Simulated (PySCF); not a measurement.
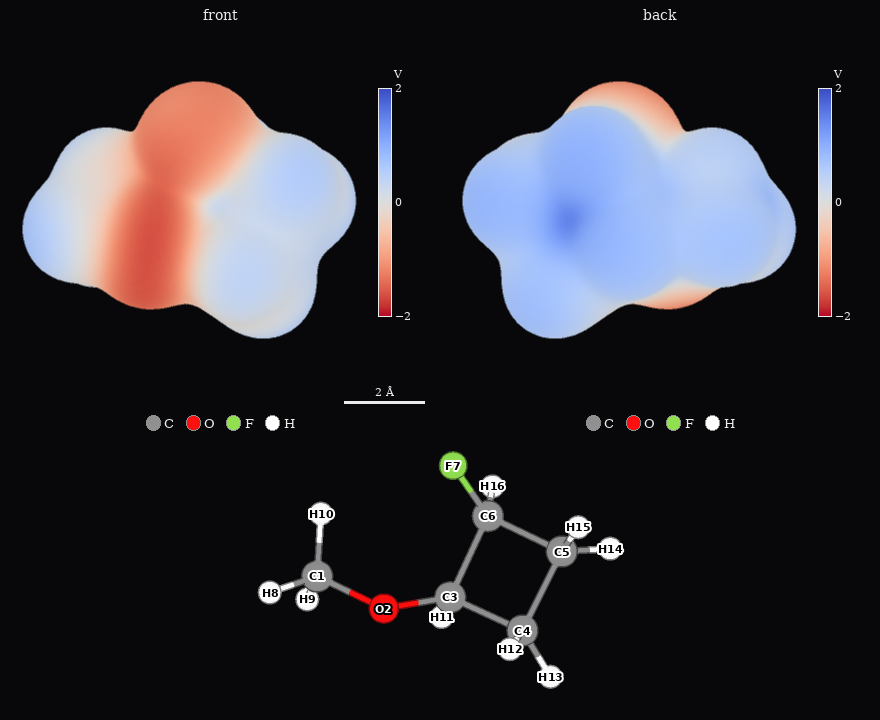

C5H9FO. The molecular electrostatic potential painted on the density surface at 0.002 e/bohr³, seen from the front and from behind; red is negative and blue positive. The bare structure is drawn below in the same view.

Geometry: GFN2-xTB.

All numbers below come from PySCF, B3LYP/pcSseg-1, SCF density, in a benzene solvent model, non-relativistic.

Input

```
{"job": {"xc": "B3LYP", "basis": "pcSseg-1", "solvent": "benzene", "kind": "nmr", "pop": true}, "charge": 0, "multiplicity": 1}
C      2.278067     0.071696    -0.669603
O      0.968035    -0.299710    -1.029725
C      0.118774    -0.507176     0.055011
C     -1.315766    -0.862204    -0.371552
C     -1.862104     0.313664     0.455423
C     -0.431146     0.748852     0.794713
F     -0.075843     1.939729     0.215406
H      2.842227     0.134752    -1.597531
H      2.732463    -0.681782    -0.013343
H      2.297689     1.042938    -0.166012
H      0.565148    -1.220511     0.766139
H     -1.443404    -0.739933    -1.443456
H     -1.653727    -1.850324    -0.072200
H     -2.445520     0.024820     1.325916
H     -2.407267     1.060292    -0.115995
H     -0.175225     0.833842     1.855397
```

Run with:

```sh
OMP_NUM_THREADS=1 python ens_run.py task.json out
```

### Which sites attract a positive test charge, and which a negative one?

A positive charge is drawn to the negative regions and a negative charge to the positive ones. The most negative region (about −1.6 V) lies over O2, the most positive (about +1.3 V) over C3, C4, C5 and C6. O2 is the likeliest acceptor of a hydrogen bond.

### How polar is the molecule by this calculation?

Its dipole moment is 2.25 D.
